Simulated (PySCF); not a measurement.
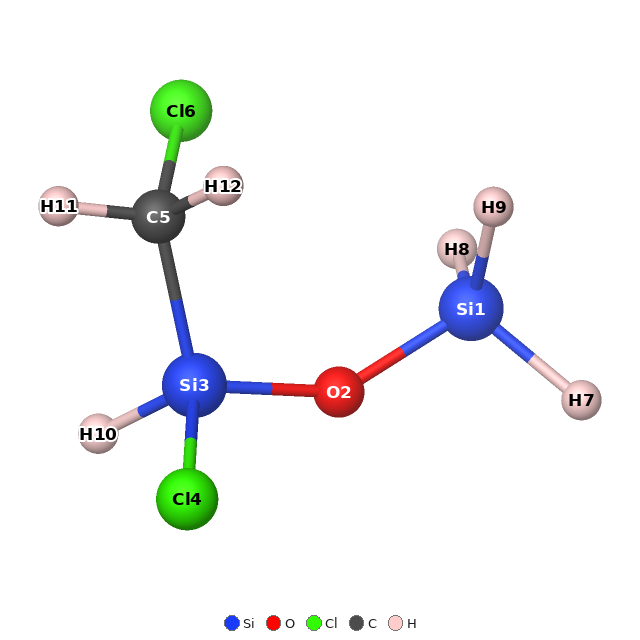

The computed structure is the end point of a PBE0-D3(BJ)/def2-SVP optimisation. No frequency run is at hand to confirm it as a minimum. Level of theory: delta-SCF UKS HF, pcX-2 on the ionised atom, pcseg-1 elsewhere, spin-free X2C (PySCF 2.14.0).

Give the core-electron binding energies (to vacuum; p and d levels without spin–orbit splitting) of Si1 1s, Si1 2p, O2 1s, Si3 1s, Si3 2p, Cl4 1s, Cl4 2p, C5 1s, Cl6 1s, Cl6 2p.

| atom | level | binding energy (eV) |
| --- | --- | --- |
| Si1 | 1s | 1848.8 |
| Si1 | 2p | 107.6 |
| O2 | 1s | 537.6 |
| Si3 | 1s | 1849.7 |
| Si3 | 2p | 108.4 |
| Cl4 | 1s | 2829.7 |
| Cl4 | 2p | 206.2 |
| C5 | 1s | 292.1 |
| Cl6 | 1s | 2829.9 |
| Cl6 | 2p | 206.3 |
